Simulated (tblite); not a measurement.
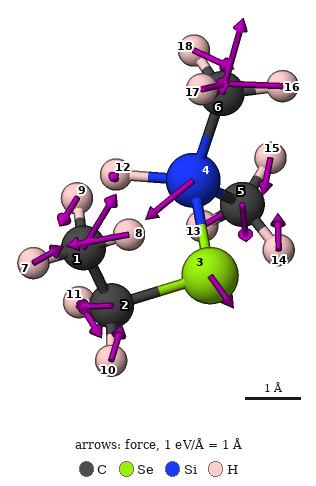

Starting geometry of C$_{4}$H$_{12}$SeSi with the computed forces as purple arrows. The picture is a ball-and-stick view, seen from a free direction.

Theory: GFN2-xTB geometry optimisation, gas phase (tblite). 

What follows when this structure is relaxed?

Answer. It isn't relaxed: the largest force vector, on C6, is 1.56 eV/Å. The final displacements have little in common with the starting forces (cosine between the two patterns 0.24). The atom that moves furthest after the best rigid fit is H14 (0.87 Å). By element the largest moves are H 0.87 Å, Se 0.35 Å, C 0.20 Å, Si 0.19 Å. Among the contacts that change: Si4–C6 1.846 → 1.904 Å, C1–H8 1.128 → 1.088 Å, Si4–C5 1.865 → 1.899 Å, C1–H9 1.116 → 1.088 Å. Among the angles between lasting bonds that change: C1–C2–Se3 105.7° → 113.1°, Se3–C2–H10 111.5° → 104.7°, C1–C2–H11 106.4° → 111.7°. Groups turn about Si4–C5 by about 40°, Si4–C6 by about 20°. After 111 geometry steps the energy has fallen by 50.3 kJ/mol.
